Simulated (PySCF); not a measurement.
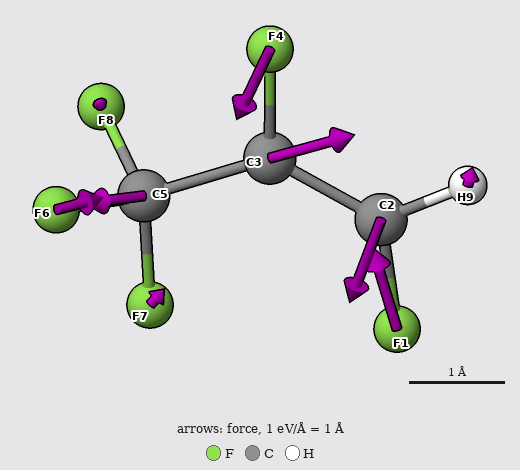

Starting geometry of C₃HF₅ with the computed forces as purple arrows. A ball-and-stick model, seen at a tilt.

The start comes from GFN2-xTB. Its atoms were then displaced at random by about 0.01 Å.

Level of theory: PySCF 2.14.0, density-fitted response routines, PBE0-D3(BJ)/def2-SVP geometry optimisation, gas phase. 

### Is this structure relaxed? If not, where do the atoms go?

It isn't relaxed: the largest force vector, on C2, is 1.08 eV/Å. The final displacements have little in common with the starting forces (cosine between the two patterns 0.22). The energy falls by 0.044 eV in 6 geometry steps. The largest move after the best rigid fit is that of F4, 0.092 Å. Largest moves by element: F 0.092 Å, C 0.034 Å, H 0.018 Å. Some distances before and after: F1–C2 1.340 → 1.317 Å, C3–F4 1.350 → 1.329 Å, C2–C3 1.341 → 1.333 Å, C2–H9 1.089 → 1.094 Å. Among the angles between lasting bonds that change: F4–C3–C5 115.3° → 112.5°, C2–C3–F4 116.6° → 119.1°. Cost: 30 s on 1 thread of Arm Neoverse V2, on a shared host.
